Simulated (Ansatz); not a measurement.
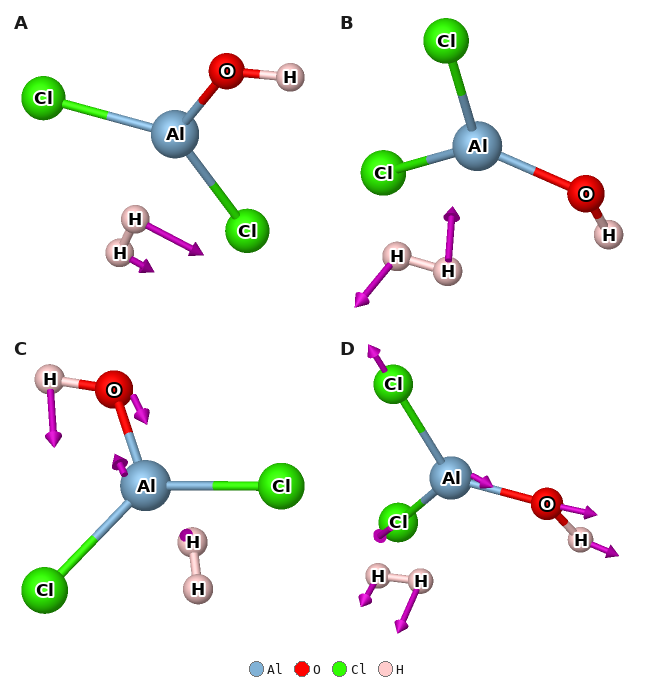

4 normal modes of one molecule or complex, as arrows. Harmonic vibrations computed with RKS PBE0-D4/def2-TZVP (Ansatz 0.2.0) at a stationary point of the same level.

**Match the panels to the wavenumbers 250 cm⁻¹, 436 cm⁻¹, 723 cm⁻¹, 899 cm⁻¹.**

A: 250 cm⁻¹
B: 723 cm⁻¹
C: 899 cm⁻¹, Al–O stretching
D: 436 cm⁻¹, in-phase stretching of 2 Al–Cl bonds
